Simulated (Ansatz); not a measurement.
# BClO (boron chloride oxide) at 6 levels

Wanted: a comparison of 6 runs (HF/STO-3G, UB3LYP/STO-3G, UPBE0/STO-3G, r2SCAN0/STO-3G, BCCD(T)/STO-3G, FCI/STO-3G) of BClO (boron chloride oxide). 

The calculation is run with Ansatz 0.2.0.

61 further runs of the same task are left out: 15 that didn't finish, 46 set aside as unsound or not needed.

**1. The structure to begin with**

The species is BClO (3 atoms), meant as a singlet with charge 0. SMILES: `O=BCl`. The B2–O1 distance was set to 2.386 Å, away from the relaxed value. At this shape a bond of the SMILES string is far longer than usual.

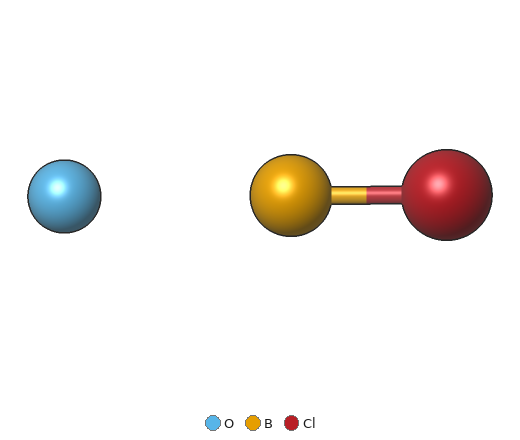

Viewed from a chosen angle; oxygen blue, boron amber, chlorine red.

**2. A single-point energy at HF/STO-3G (run 1)**

Input file run.yaml:

```yaml
crystal:
  periodic: [false, false, false]
  atoms:
    - {symbol: O, position_ang: [1.926069, 1.145797, 1.184528]}
    - {symbol: B, position_ang: [0.113080, 0.066620, 0.069470]}
    - {symbol: Cl, position_ang: [-1.132640, -0.672810, -0.696460]}
basis:
  gaussian: {orbitals: STO-3G}
hamiltonian: {xc: hf}
accuracy: high
```

The run is started by

```bash
$ ansatz run run.yaml --threads 1 --pin off --max-ram 2610MiB --events-out events.jsonl --progress --plain --runs-dir runs
```

Output:

```text
Warning: RAYON_NUM_THREADS=1 ignored (pool sized by the plan → 1); use --threads N
Functional definition: HF
  name "HF"
  exchange = exact_x
  correlation = 0
312 factors; integrals over basis functions are off by at most 2.5e-8 eV
mean field evaluation 1: about -15011.7312 eV, gradient 5.5e1 eV
mean field evaluation 2: about -15011.7346 eV, gradient 5.5e1 eV
mean field evaluation 4: about -15002.2396 eV, gradient 5.0e1 eV
mean field evaluation 8: about -15034.8560 eV, gradient 1.2e0 eV
mean field evaluation 16: about -15034.8488 eV, gradient 2.2e-8 eV
mean field evaluation 32: about -15034.2692 eV, gradient 1.3e0 eV
mean field evaluation 64: about -15002.3867 eV, gradient 5.1e1 eV
mean field -15034.84879634 eV, -552.5205022789 hartree, gradient 2.2e-8 eV, S^2 0.000000; 2 other end points of the search recorded, 0 dependent functions left out
reference -15034.84879634 eV, -552.5205022789 hartree; 15, 15 occupied and 4, 4 virtual orbitals, 312 factors
Total energy: -15034.84879634 eV, -552.5205022789 hartree
```

It took 0.14 s on 1 thread of Arm Neoverse V1, shared host.

**3. The energy at UB3LYP/STO-3G (run 2)**

Input file input.yaml:

```yaml
basis:
  gaussian:
    orbitals: STO-3G
crystal:
  periodic: [false, false, false]
  atoms:
    - {symbol: O, position_ang: [1.926069, 1.145797, 1.184528]}
    - {symbol: B, position_ang: [0.113080, 0.066620, 0.069470]}
    - {symbol: Cl, position_ang: [-1.132640, -0.672810, -0.696460]}
magnetization:
  spin_polarized: true
hamiltonian:
  xc: {name: B3LYP}
accuracy: high
```

The run is started by

```bash
$ ansatz run input.yaml --threads 1 --pin off --max-ram 2610MiB --events-out events.jsonl --progress --plain --runs-dir runs
```

Output:

```text
Warning: RAYON_NUM_THREADS=1 ignored (pool sized by the plan → 1); use --threads N
Functional definition: B3LYP
  name "B3LYP"
  parameter a0 = 0.2
  parameter ax = 0.72
  parameter ac = 0.81
  exchange = (1 - a0 - ax)*slater_x + ax*b88_x + a0*exact_x
  correlation = (1 - ac)*vwn_rpa_c + ac*lyp_c
312 factors; integrals over basis functions are off by at most 2.5e-8 eV
mean field evaluation 1: about -15048.6572 eV, gradient 3.8e1 eV
mean field evaluation 2: about -14861.1993 eV, gradient 6.7e1 eV
mean field evaluation 4: about -14880.9113 eV, gradient 6.9e1 eV
mean field evaluation 8: about -15063.4875 eV, gradient 6.5e-1 eV
mean field evaluation 16: about -15064.7313 eV, gradient 9.4e-2 eV
mean field evaluation 32: about -15063.1999 eV, gradient 2.2e0 eV
mean field evaluation 64: about -15064.7261 eV, gradient 4.6e-5 eV
mean field -15064.72608145 eV, -553.6184722554 hartree, gradient 2.5e-8 eV, S^2 1.019139; 9 other end points of the search recorded, 0 dependent functions left out
reference -15064.72610477 eV, -553.6184731123 hartree; 15, 15 occupied and 4, 4 virtual orbitals, 312 factors
Total energy: -15064.72610477 eV, -553.6184731123 hartree
```

Run time: 15 s. Hardware: 1 thread of Arm Neoverse V1, shared host; peak memory 0.12 GiB.

Runs 3 to 5 aren't shown in full; the table further down has their settings and results.

**4. The energy at FCI/STO-3G (run 6)**

Input file in.yaml:

```yaml
crystal:
  periodic: [false, false, false]
  atoms:
    - {symbol: O, position_ang: [1.926069, 1.145797, 1.184528]}
    - {symbol: B, position_ang: [0.113080, 0.066620, 0.069470]}
    - {symbol: Cl, position_ang: [-1.132640, -0.672810, -0.696460]}
basis:
  gaussian:
    orbitals: STO-3G
correlation:
  method: fci
  frozen_orbitals: {B: 1, Cl: 5, O: 1}
accuracy: high
```

The run is started by

```bash
$ ansatz run in.yaml --threads 1 --pin off --max-ram 2610MiB --events-out events.jsonl --progress --plain --runs-dir runs
```

Output, cut to the lines that bear on the results:

```text
Warning: RAYON_NUM_THREADS=1 ignored (pool sized by the plan → 1); use --threads N
[... 2 set-up lines as earlier in the session ...]
[...]
312 factors; integrals over basis functions are off by at most 2.5e-8 eV
[...]
mean field -15034.84879634 eV, -552.5205022789 hartree, gradient 2.2e-8 eV, S^2 0.000000; 9 other end points of the search recorded, 0 dependent functions left out; unrestricted orbitals would lower it
[...]
determinant -15034.84879634 eV, -552.5205022789 hartree, with singles and doubles -15037.27701585 eV, -552.6097377000 hartree
determinant -15033.56171835 eV, -552.4732030353 hartree, with singles and doubles -15036.25779775 eV, -552.5722821257 hartree
unrestricted determinant -15036.93982922 eV, -552.5973463199 hartree, S^2 1.3529
7 core orbitals not correlated: weight in the atoms' cores, before any rotation towards them, 1.000 or more for the frozen orbitals, at most 0.000 for the correlated occupied ones
reference -15034.84879634 eV, -552.5205022789 hartree; 8, 8 occupied and 4, 4 virtual orbitals, 312 factors
state -15038.56080970 eV, -552.6569162538 hartree
Total energy: -15038.56080970 eV, -552.6569162538 hartree
```

Run time: 1.9 s. Hardware: 1 thread of Arm Neoverse V1, shared host.

**5. Overview of the runs**

| run | level | frozen core orbitals | energy (Eh) | wall time |
| --- | --- | --- | --- | --- |
| 1 | HF/STO-3G | – | -552.520502 | 0.14 s |
| 2 | UB3LYP/STO-3G | – | -553.618473 | 15 s |
| 3 | UPBE0/STO-3G | – | -553.388545 | 25 s |
| 4 | r2SCAN0/STO-3G | – | -553.523679 | 2.4 s |
| 5 | BCCD(T)/STO-3G | 7 | -552.626624 | 0.42 s |
| 6 | FCI/STO-3G | 7 | -552.656916 | 1.9 s |

**6. Results**

| quantity | value |
| --- | --- |
| run 6: total energy | -552.65692 Eh |
| run 6: correlation energy (7 core orbitals frozen) | -136.4 mEh |

**Reading.** Against full CI in this basis: HF +136.4 mEh; BCCD(T) +30.3 mEh. Totals of different functionals can't be ranked against each other. In run 5 the log says that unrestricted orbitals would lower the reference, so the values rest on an unstable closed-shell determinant (other closed-shell runs at this shape may share the fault). In runs 1, 2, 3, 4, 5, 6 the basis is minimal, so the values are rough. Spin contamination of the reference: run 3 ⟨S²⟩ = 1.07, run 2 ⟨S²⟩ = 1.02. Where it is this large, the reference is a mixture of spin states, and values that rest on it are in doubt. All runs together took 44 s, the longest 25 s.
